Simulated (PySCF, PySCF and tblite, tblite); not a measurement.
# C7H10N2: conformers and averaged spectra, part 2 of 2

PySCF and tblite. Atoms count from 0. The steps go on from the part before.

## (4) Single-point energy, conformer 1: PBE0/def2-SVP

The job: settings as JSON, then the geometry in Å.

```
{"job": {"xc": "PBE0", "basis": "def2-SVP", "kind": "sp"}, "charge": 0, "multiplicity": 1}
C     -0.780747     3.224932     0.364506
C     -1.000225     2.057759     0.165994
C     -1.387668     0.723752    -0.011215
C     -0.607782    -0.380177    -0.147769
C     -1.288067    -1.679667    -0.298076
N     -2.398926    -2.048757     0.165531
N      0.760868    -0.414372    -0.298690
C      1.509904     0.800323    -0.496083
C      1.518520    -1.460012     0.350206
H     -0.546301     4.233567     0.528871
H     -2.462076     0.581704    -0.049902
H     -0.765629    -2.411372    -0.910118
H     -2.873116    -1.356262     0.746127
H      2.477697     0.537769    -0.926504
H      0.979919     1.447613    -1.190825
H      1.680943     1.350496     0.436783
H      0.883295    -2.310072     0.585950
H      1.963894    -1.096825     1.285436
H      2.325694    -1.791149    -0.307685
```

Output:

```text
coarse grid: 15928 points
cycle   1  E = -381.2950761783  dE =  1.298e+00  |g| = 4.874e-01  |ddm| = 4.752e+00
cycle   2  E = -381.2263865656  dE =  6.869e-02  |g| = 7.346e-01  |ddm| = 1.381e+00
cycle   3  E = -381.3514734053  dE = -1.251e-01  |g| = 1.599e-01  |ddm| = 8.996e-01
cycle   4  E = -381.3578994039  dE = -6.426e-03  |g| = 3.764e-02  |ddm| = 2.154e-01
cycle   5  E = -381.3581324513  dE = -2.330e-04  |g| = 2.379e-02  |ddm| = 5.594e-02
cycle   6  E = -381.3582639061  dE = -1.315e-04  |g| = 5.437e-03  |ddm| = 2.408e-02
cycle   7  E = -381.3582708423  dE = -6.936e-06  |g| = 2.216e-03  |ddm| = 6.676e-03
final grid: 154160 points
cycle   8  E = -381.4092998396  dE = -4.511e-05  |g| = 9.209e-03  |ddm| = 5.034e-02
cycle   9  E = -381.4092810005  dE =  1.884e-05  |g| = 1.285e-02  |ddm| = 2.236e-02
cycle  10  E = -381.4093193556  dE = -3.836e-05  |g| = 2.942e-03  |ddm| = 1.459e-02
cycle  11  E = -381.4093215756  dE = -2.220e-06  |g| = 4.850e-04  |ddm| = 3.140e-03
cycle  12  E = -381.4093216236  dE = -4.796e-08  |g| = 2.227e-04  |ddm| = 6.107e-04
cycle  13  E = -381.4093216349  dE = -1.131e-08  |g| = 6.346e-05  |ddm| = 2.325e-04
cycle  14  E = -381.4093216358  dE = -9.243e-10  |g| = 2.042e-05  |ddm| = 8.474e-05
converged SCF energy = -381.4093216358
```

Run time: 20 s. Hardware: 1 thread of Arm Neoverse N1, shared host; peak memory 0.62 GiB.

Key values: HOMO -5.81 eV, LUMO -1.37 eV; dipole 2.88 D.

## (5) Shieldings, conformer 2: B97-2/6-31G*

The job: settings as JSON, then the geometry in Å.

```
{"job": {"xc": "B97-2", "basis": "6-31G*", "kind": "nmr", "pop": false}, "charge": 0, "multiplicity": 1}
C      0.735932    -2.985115    -1.491400
C      0.530293    -1.798720    -1.497792
C      0.356246    -0.414424    -1.623936
C      0.039758     0.492585    -0.663991
C     -0.126804     1.884968    -1.112243
N     -0.873524     2.776210    -0.626071
N     -0.298791     0.234769     0.652565
C     -0.574149    -1.115678     1.075013
C      0.321347     1.032990     1.689810
H      0.904555    -4.018953    -1.444077
H      0.483590    -0.045390    -2.634699
H      0.426028     2.161114    -2.006765
H     -1.402963     2.481308     0.194437
H      0.336578    -1.703238     1.240687
H     -1.133098    -1.071143     2.011578
H     -1.183103    -1.616422     0.326157
H      1.227522     0.544258     2.071787
H     -0.376813     1.156440     2.520771
H      0.597594     2.013693     1.310708
```

Output:

```text
coarse grid: 15928 points
cycle   1  E = -382.0161689981  dE =  1.306e+00  |g| = 5.111e-01  |ddm| = 4.508e+00
cycle   2  E = -381.9607710554  dE =  5.540e-02  |g| = 7.131e-01  |ddm| = 1.402e+00
cycle   3  E = -382.0758496554  dE = -1.151e-01  |g| = 1.839e-01  |ddm| = 9.135e-01
cycle   4  E = -382.0842467760  dE = -8.397e-03  |g| = 4.069e-02  |ddm| = 2.263e-01
cycle   5  E = -382.0844467569  dE = -2.000e-04  |g| = 3.040e-02  |ddm| = 6.184e-02
cycle   6  E = -382.0846748821  dE = -2.281e-04  |g| = 4.873e-03  |ddm| = 3.135e-02
cycle   7  E = -382.0846805476  dE = -5.666e-06  |g| = 1.772e-03  |ddm| = 6.762e-03
final grid: 154160 points
cycle   8  E = -381.9987633479  dE = -6.063e-05  |g| = 4.746e-03  |ddm| = 5.484e-02
cycle   9  E = -381.9987571202  dE =  6.228e-06  |g| = 6.987e-03  |ddm| = 1.199e-02
cycle  10  E = -381.9987685392  dE = -1.142e-05  |g| = 1.727e-03  |ddm| = 7.822e-03
cycle  11  E = -381.9987692886  dE = -7.494e-07  |g| = 3.624e-04  |ddm| = 1.868e-03
cycle  12  E = -381.9987693138  dE = -2.518e-08  |g| = 1.804e-04  |ddm| = 4.939e-04
cycle  13  E = -381.9987693207  dE = -6.882e-09  |g| = 6.073e-05  |ddm| = 2.043e-04
cycle  14  E = -381.9987693216  dE = -9.135e-10  |g| = 1.648e-05  |ddm| = 7.709e-05
converged SCF energy = -381.9987693216

GIAO shielding tensors (ppm)
atom      isotropic    diamagn.    paramagn.     s11        s22        s33       span
  0 C      112.590     287.359    -174.769     62.541     79.774    195.455    132.914
  1 C      121.329     241.035    -119.706     34.934     38.304    290.748    255.814
  2 C      106.475     265.381    -158.906     39.441    113.217    166.767    127.326
  3 C       50.513     251.146    -200.633    -39.879     55.708    135.711    175.591
  4 C       40.084     252.423    -212.339    -56.353     51.850    124.756    181.109
  5 N      -46.645     328.844    -375.489   -332.756    -65.616    258.438    591.194
  6 N      203.181     323.225    -120.044    155.763    222.619    231.160     75.398
  7 C      153.216     250.171     -96.955    137.159    141.248    181.241     44.082
  8 C      154.724     248.910     -94.186    135.417    136.927    191.828     56.411
  9 H       29.710      34.166      -4.456     26.266     26.896     35.967      9.701
 10 H       27.764      27.935      -0.171     23.768     29.143     30.382      6.614
 11 H       24.954      27.427      -2.473     22.543     24.161     28.159      5.616
 12 H       22.132      35.171     -13.038     11.925     25.138     29.333     17.407
 13 H       29.075      32.980      -3.905     24.522     28.699     34.003      9.481
 14 H       29.939      32.226      -2.287     25.668     28.764     35.384      9.716
 15 H       28.732      32.680      -3.948     24.073     28.572     33.551      9.478
 16 H       30.040      30.993      -0.953     25.970     28.156     35.994     10.024
 17 H       29.993      31.494      -1.501     26.465     27.557     35.958      9.493
 18 H       29.504      31.705      -2.201     24.847     30.101     33.562      8.715
```

It took 31 s on 1 thread of Arm Neoverse N1, shared host; peak memory 0.71 GiB.

Key values: HOMO -5.57 eV, LUMO -1.27 eV; dipole 2.71 D.

## (6) Single-point energy, conformer 2: PBE0/def2-SVP

Changed since step 5:

```diff
@@ -1,2 +1,2 @@
-{"job": {"xc": "B97-2", "basis": "6-31G*", "kind": "nmr", "pop": false}, "charge": 0, "multiplicity": 1}
+{"job": {"xc": "PBE0", "basis": "def2-SVP", "kind": "sp"}, "charge": 0, "multiplicity": 1}
 C      0.735932    -2.985115    -1.491400
```

Output:

```text
coarse grid: 15928 points
cycle   1  E = -381.3005234722  dE =  1.282e+00  |g| = 4.742e-01  |ddm| = 4.748e+00
cycle   2  E = -381.2483890449  dE =  5.213e-02  |g| = 6.805e-01  |ddm| = 1.356e+00
cycle   3  E = -381.3536352615  dE = -1.052e-01  |g| = 1.497e-01  |ddm| = 8.752e-01
cycle   4  E = -381.3590852011  dE = -5.450e-03  |g| = 4.076e-02  |ddm| = 1.967e-01
cycle   5  E = -381.3593224138  dE = -2.372e-04  |g| = 2.848e-02  |ddm| = 6.005e-02
cycle   6  E = -381.3595212003  dE = -1.988e-04  |g| = 4.444e-03  |ddm| = 2.709e-02
cycle   7  E = -381.3595260788  dE = -4.878e-06  |g| = 1.392e-03  |ddm| = 6.107e-03
final grid: 154160 points
cycle   8  E = -381.4104018916  dE = -5.357e-05  |g| = 8.532e-03  |ddm| = 5.387e-02
cycle   9  E = -381.4103960174  dE =  5.874e-06  |g| = 9.979e-03  |ddm| = 1.988e-02
cycle  10  E = -381.4104194732  dE = -2.346e-05  |g| = 2.520e-03  |ddm| = 1.223e-02
cycle  11  E = -381.4104210901  dE = -1.617e-06  |g| = 3.335e-04  |ddm| = 2.957e-03
cycle  12  E = -381.4104211096  dE = -1.954e-08  |g| = 1.836e-04  |ddm| = 4.982e-04
cycle  13  E = -381.4104211165  dE = -6.910e-09  |g| = 7.373e-05  |ddm| = 2.093e-04
cycle  14  E = -381.4104211178  dE = -1.291e-09  |g| = 2.139e-05  |ddm| = 8.288e-05
cycle  15  E = -381.4104211179  dE = -1.191e-10  |g| = 4.889e-06  |ddm| = 2.622e-05
converged SCF energy = -381.4104211179
```

It took 23 s on 1 thread of Arm Neoverse N1, shared host; peak memory 0.65 GiB.

Key values: HOMO -5.97 eV, LUMO -1.42 eV; dipole 2.66 D.

## (7) The ensemble: properties at B97-2/6-31G*

The job: settings as JSON, then the geometry in Å.

```
{"job": {"study": "conf", "smiles": "[H]/N=C\\C(=C\\C#C)N(C)C", "search": {"seed": 1701, "n_embed": 90, "ff_keep": 18, "window": 3.0, "nmax": 10, "temps": [250, 273.15, 298.15, 323.15, 373.15], "t_ref": 298.15, "order": 0.001}, "level": {"nmr": {"xc": "B97-2", "basis": "6-31G*"}, "sp": {"xc": "PBE0", "basis": "def2-SVP"}}, "kind": "conf"}, "charge": 0, "multiplicity": 1}
C      0.735932    -2.985115    -1.491400
C      0.530293    -1.798720    -1.497792
C      0.356246    -0.414424    -1.623936
C      0.039758     0.492585    -0.663991
C     -0.126804     1.884968    -1.112243
N     -0.873524     2.776210    -0.626071
N     -0.298791     0.234769     0.652565
C     -0.574149    -1.115678     1.075013
C      0.321347     1.032990     1.689810
H      0.904555    -4.018953    -1.444077
H      0.483590    -0.045390    -2.634699
H      0.426028     2.161114    -2.006765
H     -1.402963     2.481308     0.194437
H      0.336578    -1.703238     1.240687
H     -1.133098    -1.071143     2.011578
H     -1.183103    -1.616422     0.326157
H      1.227522     0.544258     2.071787
H     -0.376813     1.156440     2.520771
H      0.597594     2.013693     1.310708
```

Output:

```text
conformer  sym    E(xTB)   E(DFT)   G(298.15 K)  weight  dipole/D
    1     C1      0.000    0.841    0.470   0.3116    2.876
    2     C1      0.313    0.000    0.000   0.6884    2.662

mean shielding (ppm) by class
class atoms           250 K   273.15 K   298.15 K   323.15 K   373.15 K
  0 C  0            113.502     113.58    113.654    113.719    113.824
  1 C  1             121.18    121.167    121.155    121.145    121.127
  2 C  2            108.809     109.01      109.2    109.364    109.634
  3 C  3             50.887      50.92      50.95     50.976     51.019
  4 C  4             40.032     40.027     40.023     40.019     40.013
  5 N  5            -46.624    -46.622     -46.62    -46.619    -46.616
  6 N  6            201.152    200.978    200.813     200.67    200.436
  7 C  7,8          154.126    154.139    154.152    154.163    154.181
  8 H  9              29.77     29.775      29.78     29.784     29.791
  9 H  10            27.816      27.82     27.824     27.828     27.834
 10 H  11            24.856     24.848      24.84     24.833     24.822
 11 H  12            21.973      21.96     21.947     21.936     21.917
 12 H  13,14,15      29.538     29.537     29.536     29.535     29.534
```

Wall time 1.9 min (1 thread of Arm Neoverse N1, shared host). This counts the runs that the step sums up.

The search (ETKDG and KDG, MMFF94s, GFN2-xTB) embedded 90 structures, kept 2 distinct ones after the force field and 2 after xTB; 2 were carried on (window 3.0 kcal/mol at the search's own energies). Energies: PBE0/def2-SVP with D3(BJ).

The conformers at 298 K:

```
no.  group  mirror pair  ΔE xTB  ΔE DFT    ΔG  weight (%)  μ (D)  N6–C3–C4–N5 (°)  C2–C3–N6–C7 (°)     A, B, C (GHz)
  1     C1          yes    0.00    0.84  0.47        31.2   2.88              156               -8  2.07, 1.37, 0.87
  2     C1          yes    0.31    0.00  0.00        68.8   2.66              -23              -11  2.65, 1.20, 0.89
```

Energies in kcal/mol. ΔG holds xTB vibrations and rotation, symmetry numbers and mirror pairs.

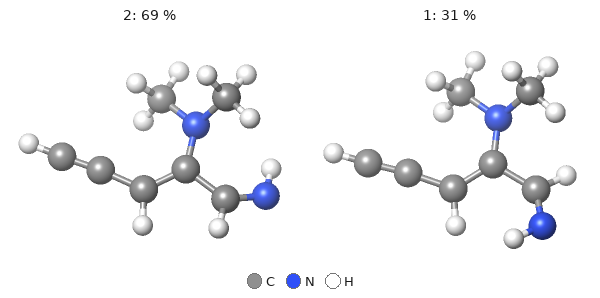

Conformers, most populated first.

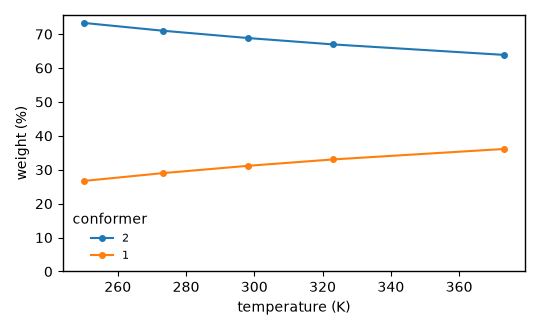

Weights against temperature.

Other ways of weighting, at the same temperature:

```
                      scheme    2   1  mean μ (D)
             DFT free energy   69  31        2.73
DFT energy, symmetry counted   81  19        2.70
            DFT energy alone   81  19        2.70
xTB energy, symmetry counted   37  63        2.80
             xTB free energy   24  76        2.83
       lowest conformer only  100   0        2.66
               equal weights   50  50        2.77
```

Shifts against references run at the same level (1H TMS 32.53, 13C TMS 195.5, 15N NH3 259.4 ppm of shielding), by class of atoms, at 298 K:

```
                   atoms                          environment  no. 2  no. 1  average
                      C4             carbon bonded to C, N, H  155.4  155.6    155.4
                      C3              carbon bonded to 2 C, N  145.0  143.6    144.5
                      C2              carbon bonded to 2 C, H   89.0   80.3     86.3
                      C0                carbon bonded to C, H   82.9   79.5     81.8
                      C1                 carbon bonded to 2 C   74.1   74.7     74.3
                  C7, C8              carbon bonded to N, 3 H   41.5   40.9     41.3
                     H12   hydrogen on a nitrogen bonded to C  10.40  10.99    10.58
                     H11  hydrogen on a carbon bonded to C, N   7.58   7.94     7.69
                     H10   hydrogen on a carbon bonded to 2 C   4.77   4.57     4.71
H13, H14, H15 and 3 more     hydrogen on a carbon bonded to N   2.98   3.02     2.99
                      H9     hydrogen on a carbon bonded to C   2.82   2.60     2.75
                      N5              nitrogen bonded to C, H  306.0  305.9    306.0
                      N6               nitrogen bonded to 3 C   56.2   63.8     58.6
```

Effective distances for nuclear Overhauser effects, ⟨r⁻⁶⟩^(−1/6) over all pairs of two classes (Å): H10···H11 2.43; H10···H12 2.58; H11···H12 2.88; H12···H13 3.14; H11···H13 3.40.

## (8) Summary of results

What follows sums up all 2 parts.

| quantity | value |
| --- | --- |
| conformers | 2; the first in weight is no. 2 (C1), 69 % at 298 K |
| root-mean-square dipole | 2.73 D |
| averaged 13C shifts (B97-2/6-31G*) | 155.4, 144.5, 86.3, 81.8, 74.3, 41.3 ppm |
| averaged 1H shifts (B97-2/6-31G*) | 10.58, 7.69, 4.71, 2.99, 2.75 ppm |

At 298 K conformer 2 holds 69 % of the ensemble (73 % at 250 K, 64 % at 373 K). xTB puts no. 1 lowest, DFT no. 2. Among conformers over 5 %, C2 differs by 8.7 ppm, while the average moves by 0.8 ppm from 250 to 373 K. Where an open-chain amide-type bond turns slowly on the NMR time scale, such averages don't hold. Protons on O, N, S or Se exchange and bind to solvent, so their values hold for the lone molecule only.
